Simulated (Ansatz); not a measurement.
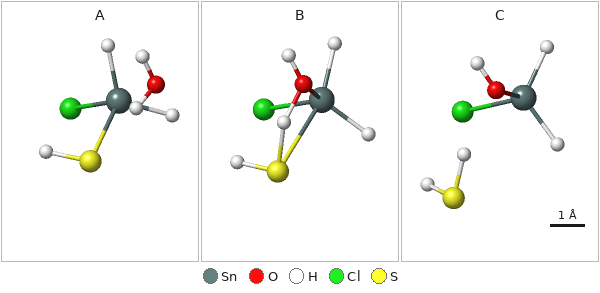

3 geometries from a converged minimum-energy path of SnH5SOCl, shuffled. Style: ball-and-stick. Shown from a free direction.

These are results of RKS B3LYP/def2-SVP (Ansatz), not measurements. Set-up: 7 movable images; climbing image; force threshold 0.05 eV/Å; iteration limit 60; starting path through a guess of the saddle point.

Q: Which frame is the transition state?

A: B. In order along the path, whose images run from 0 to 8: C (image 0, 0.0 kcal/mol), B (image 3, +12.8 kcal/mol), A (image 7, −11.5 kcal/mol). Breaking: H–S (1.36 → 2.58 Å), O–Sn (2.00 → 2.80 Å). Forming: H–O (2.15 → 0.97 Å), S–Sn (4.05 → 2.46 Å).

Cost: 5.2 min on 2 threads of Intel(R) Xeon(R) Platinum 8559C (Emerald Rapids) (shared host), peak memory 0.27 GiB.
